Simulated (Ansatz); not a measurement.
# PBE/6-311+G(d,p) run of SO3 (sulfur trioxide)

Aim: the energy change on altering one bond length of SO3 (sulfur trioxide) at PBE/6-311+G**, from 2 runs. 

Program for the calculation: Ansatz 0.2.0.

36 further runs of the same task are left out: 2 that didn't finish, 34 set aside as unsound or not needed.

## Step 1: The molecule

SO3 has 4 atoms, charge 0, and is taken as a singlet. SMILES: `O=S(=O)=O`. The shape is that of a PBE0-D4/def2-TZVP optimisation.

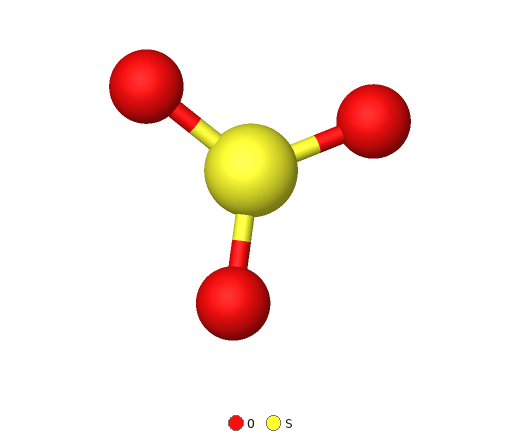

Viewed from a chosen angle; oxygen red, sulfur yellow.

## Step 2: The energy at PBE/6-311+G(d,p)

Input file input.yaml:

```yaml
basis:
  gaussian: {orbitals: 6-311+G_st__st_-spherical.json}
crystal:
  periodic: [false, false, false]
  atoms:
    - {symbol: O, position_ang: [-1.121570, -0.684610, 0.536720]}
    - {symbol: S, position_ang: [0.000010, -0.000030, -0.000040]}
    - {symbol: O, position_ang: [1.308940, -0.327680, 0.440460]}
    - {symbol: O, position_ang: [-0.187380, 1.012320, -0.977150]}
hamiltonian: {xc: {name: PBE}}
accuracy: high
output: {orbitals: {seedname: orbitals}}
```

The basis set 6-311+G** is read from a file made from the Basis Set Exchange's data (not shown).

Command:

```bash
$ ansatz run input.yaml --threads 1 --pin off --max-ram 3480MiB --events-out events.jsonl --progress --plain --runs-dir runs
```

What it wrote:

```text
Warning: RAYON_NUM_THREADS=1 ignored (pool sized by the plan → 1); use --threads N
Functional definition: PBE
  name "PBE"
  parameter kappa = 0.804
  parameter beta = 0.06672455060314922
  exchange = pbe_x(kappa = kappa, mu = beta*pi^2/3)
  correlation = pbe_c(beta = beta)
1681 factors; integrals over basis functions are off by at most 3.8e-9 eV
mean field evaluation 1: about -16951.7004 eV, gradient 9.4e1 eV
mean field evaluation 2: about -16877.3254 eV, gradient 2.1e2 eV
mean field evaluation 4: about -16965.3402 eV, gradient 7.7e0 eV
mean field evaluation 8: about -16965.4495 eV, gradient 1.2e-1 eV
mean field evaluation 16: about -16965.4495 eV, gradient 3.4e-7 eV
mean field -16965.44954372 eV, -623.4687711371 hartree, gradient 7.0e-8 eV, S^2 0.000000; 0 other end points of the search recorded, 0 dependent functions left out
reference -16965.44954812 eV, -623.4687712988 hartree; 20, 20 occupied and 76, 76 virtual orbitals, 1681 factors
Total energy: -16965.44954812 eV, -623.4687712988 hartree
```

Run time: 3.6 s. Hardware: 1 thread of Arm Neoverse V2, shared host; peak memory 0.2 GiB.

## Step 3: The distorted shape

Input file job.yaml:

```yaml
crystal:
  periodic: [false, false, false]
  atoms:
    - symbol: O
      position_ang: [-2.467478, -1.506113, 1.180838]
    - symbol: S
      position_ang: [0.000010, -0.000030, -0.000040]
    - symbol: O
      position_ang: [1.308940, -0.327680, 0.440460]
    - symbol: O
      position_ang: [-0.187380, 1.012320, -0.977150]
basis:
  gaussian: {orbitals: 6-311+G_st__st_-spherical.json}
accuracy: high
hamiltonian: {xc: pbe}
output: {orbitals: {seedname: orbitals}}
```

The basis set 6-311+G** is read from a file made from the Basis Set Exchange's data (not shown).

Command:

```bash
$ ansatz run job.yaml --threads 1 --pin off --max-ram 3480MiB --events-out events.jsonl --progress --plain --runs-dir runs
```

What it wrote:

```text
Warning: RAYON_NUM_THREADS=1 ignored (pool sized by the plan → 1); use --threads N
Functional definition: PBE
  name "PBE"
  parameter kappa = 0.804
  parameter beta = 0.06672455060314922
  exchange = pbe_x(kappa = kappa, mu = beta*pi^2/3)
  correlation = pbe_c(beta = beta)
1638 factors; integrals over basis functions are off by at most 1.9e-8 eV
mean field evaluation 1: about -16944.9519 eV, gradient 9.0e1 eV
mean field evaluation 2: about -16726.0550 eV, gradient 2.1e2 eV
mean field evaluation 4: about -16920.7572 eV, gradient 9.7e1 eV
mean field evaluation 8: about -16959.7717 eV, gradient 1.5e-1 eV
mean field evaluation 16: about -16959.7717 eV, gradient 2.1e-8 eV
mean field evaluation 32: about -16959.7151 eV, gradient 6.9e-1 eV
mean field evaluation 64: about -16958.7816 eV, gradient 2.0e1 eV
mean field -16959.77166342 eV, -623.2601128846 hartree, gradient 2.1e-8 eV, S^2 0.000000; 8 other end points of the search recorded, 0 dependent functions left out
reference -16959.77166788 eV, -623.2601130485 hartree; 20, 20 occupied and 76, 76 virtual orbitals, 1638 factors
Total energy: -16959.77166788 eV, -623.2601130485 hartree
```

Wall time 9.3 s (1 thread of Arm Neoverse V2, shared host); peak memory 0.19 GiB.

## Step 4: What came out

Level: PBE/6-311+G**.

```
                                                         quantity          value
                                        first shape: total energy  -623.46877 Eh
                                         first shape: HOMO energy       -8.30 eV
                                         first shape: LUMO energy       -3.62 eV
                                       first shape: HOMO–LUMO gap        4.69 eV
                                    distorted shape: total energy  -623.26011 Eh
energy change with the O1–S2 bond stretched from 1.419 to 3.123 Å       5.678 eV
```

What this shows: One bond (distorted shape) is far stretched, which a spin-restricted single reference describes badly; a broken-symmetry solution may lie lower. With the O1–S2 bond stretched from 1.419 to 3.123 Å the energy rises by 5.68 eV (548 kJ/mol). The first shape isn't relaxed at this level, so the change isn't measured from a minimum. A restricted reference can't describe the breaking bond well at this length.
